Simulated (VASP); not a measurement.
Band structure of Ba₂Zn (space group I4/mmm). These are PBEsol GGA, VASP's PBE PAW potentials (set 64) (plane waves; VASP) values and carry that method's errors.

Unless said otherwise, spin-orbit coupling is left out, though it shifts the bands of the heavy elements here.

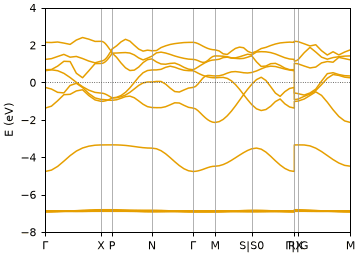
*Bands along high-symmetry lines, zero at the valence-band maximum or, without a gap, the Fermi level*

Task: Read the plot: is there a gap, and where are the band edges?

Result: It has no gap at this level: it comes out as a metal or semimetal. (Edges off the drawn lines would not show.)

The structure comes from a computed database's Ba2Zn entry (I4/mmm); how it stands against other phases isn't given here. It was relaxed first, which changed the volume by -7 %.
